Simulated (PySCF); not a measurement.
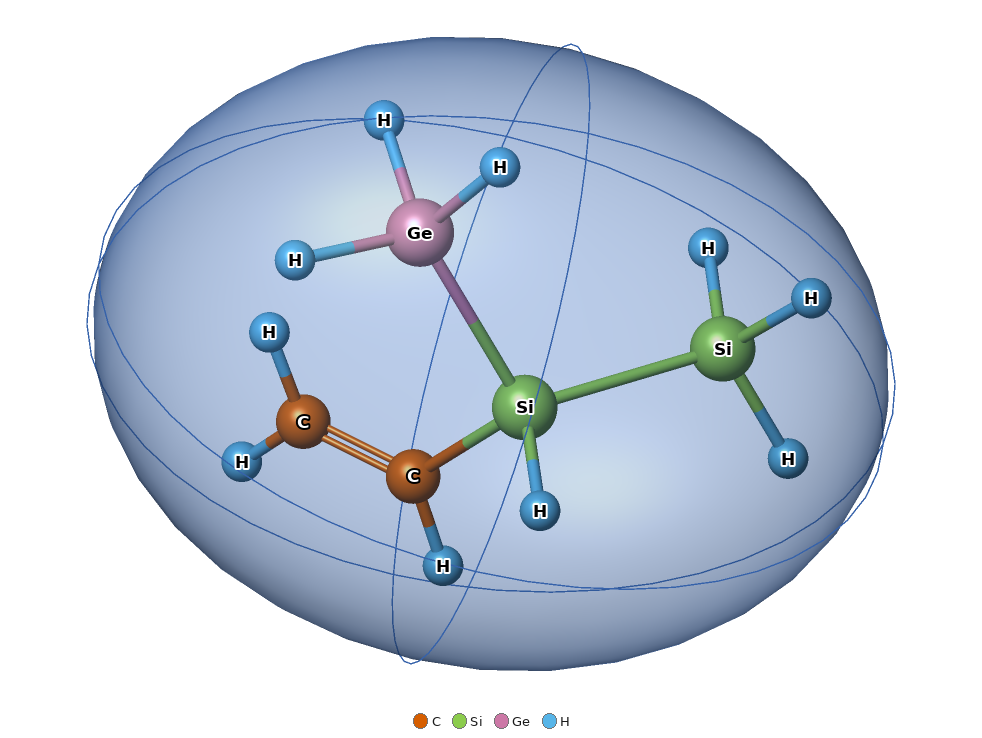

The ellipsoid shows the static dipole polarisability: its half-axes are proportional to the principal values. The computed structure is the end point of a GFN2-xTB optimisation. No frequency run is at hand to confirm it as a minimum. Computed with PBE0/def2-SVPD (PySCF 2.14.0).

**Give the principal values, the mean and the anisotropy.**

Principal values 96.3, 118.0, 135.9 bohr³; mean 116.8 bohr³ (17.30 Å³); anisotropy 34.3 bohr³, so the longest axis is 1.41 times the shortest.

The geometry is semi-empirical. Around Ge, Si such bond lengths and angles can be off by a tenth of an ångström or more and by several degrees, and values that hang on the shape move with them.
